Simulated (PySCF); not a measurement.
# Run report: RuOH$_{4}$, frequency calculation

RuOH$_{4}$, multiplicity 3, computed with UKS-based PBE0, Ru def2-TZVP with ECP28, O def2-TZVP, H def2-TZVP; non-relativistic Hamiltonian with a scalar-relativistic core potential; density fitting (PySCF 2.14.0).

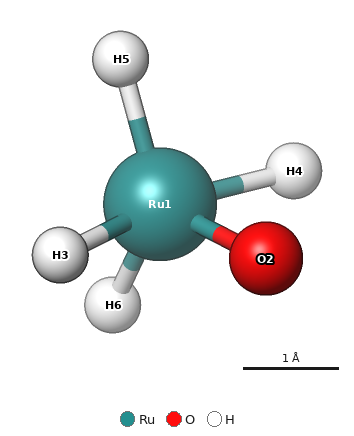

**Figure 1.** The structure as given in the input (ball-and-stick view, seen at a tilt; atoms are numbered from 1 in the order of the input). Sticks mark near contacts. Bond lengths as drawn: H–Ru 1.59 to 1.67 Å and O–Ru 1.68 Å.

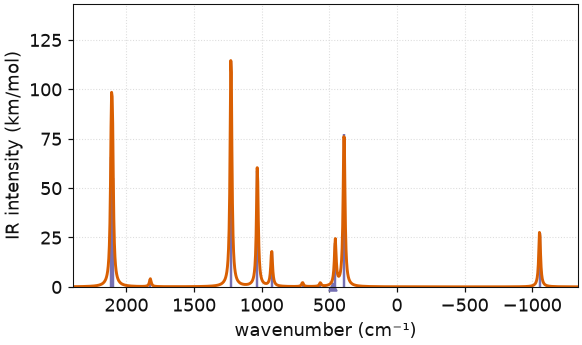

**Figure 2.** Harmonic infrared spectrum, unscaled: sticks (degenerate modes added up, dark ones marked on the axis) with a Lorentzian envelope of 16 cm⁻¹ full width, scaled to the tallest stick; imaginary modes are drawn at negative wavenumbers. 12 modes from 1055i to 2111 cm⁻¹, 1 imaginary beyond 8i (1055i cm⁻¹): a first-order saddle point, if the geometry is stationary. The strongest line is at 1227 cm⁻¹ (115 km/mol). All modes, in cm⁻¹ (km/mol): 1055i (27), 391 (77), 456 (22), 472 (0.0), 566 (1.7), 698 (2.0), 926 (17.1), 1032 (59), 1227 (115), 1823 (3.8), 2102 (55), 2111 (66).

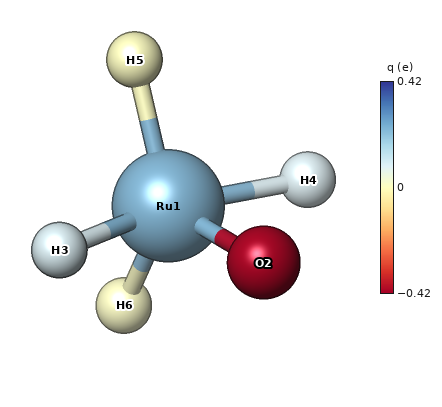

**Figure 3.** Mulliken charges, as the colour of each atom (ball-and-stick view, seen at a tilt; atoms are numbered from 1 in the order of the input). By element: Ru +0.24, O −0.40 and H 0.00 to +0.09 e.

The input and output of the run follow.

### Input file
```python
from pyscf import gto, scf, dft
mol = gto.M(atom='''
Ru    -0.000000    -0.000000     0.212671
O      0.000001     0.000000    -1.462764
H      0.000000     1.647635    -0.054581
H      0.000000    -1.647635    -0.054581
H     -1.435883    -0.000000     0.899595
H      1.435881    -0.000000     0.899598''',
    basis={'Ru': 'def2-TZVP', 'O': 'def2-TZVP', 'H': 'def2-TZVP'},
    ecp={'Ru': 'def2-TZVP'},
    charge=0, spin=2)
mf = dft.UKS(mol, xc='PBE0')
mf.grids.atom_grid = (75, 302)
aux = {'Ru': 'def2-universal-JKFIT', 'O': 'def2-universal-JKFIT', 'H': 'def2-universal-JKFIT'}
mf = mf.density_fit(auxbasis=aux)
mf.conv_tol = 1e-09
mf.diis_space = 10
mf.max_cycle = 60
mf.verbose = 4
mf.kernel()
```

The script is an equivalent of the set-up of the self-consistent field. The run itself was carried out by a driver, which started from the orbitals of the step before it where there was one and computed the further properties.

Launched with:
```bash
OMP_NUM_THREADS=4 python axn.py task.json out
```

### Log
```
init E= -172.308192167337
  alpha nocc = 15  HOMO = -0.282450612230168  LUMO = -0.0993388731271903
  beta  nocc = 13  HOMO = -0.304933097422044  LUMO = -0.170348342745704
  HOMO = -0.28245061223  LUMO = -0.170348342746  gap/eV = 3.05046
cycle= 1 E= -172.30819216731  delta_E= 2.73e-11  |g|= 9.04e-06  |ddm|= 4.82e-06
  alpha nocc = 15  HOMO = -0.282449356007792  LUMO = -0.099339079523603
  beta  nocc = 13  HOMO = -0.304934834218731  LUMO = -0.170348937602562
  HOMO = -0.282449356008  LUMO = -0.170348937603  gap/eV = 3.05041
Extra cycle  E= -172.308192166954  delta_E= 3.56e-10  |g|= 3.25e-05  |ddm|= 1.72e-05
converged SCF energy = -172.308192166954  <S^2> = 2.0245307  2S+1 = 3.0163094
```

### Results in brief

| quantity | value |
| --- | --- |
| outcome | converged |
| total energy | −172.308192 hartree |
| ⟨S²⟩ | 2.025 |
| zero-point energy | 0.026889 hartree |
| dipole moment | 1.98 D |
| wavenumbers, lowest and highest | 1055i and 2111 cm⁻¹ |
| hardware | 4 threads of Arm Neoverse V2, 24 GiB of memory available, shared host |
| wall time | 54 s (CPU time 2.8 min) |
| peak memory | 1.4 GiB |
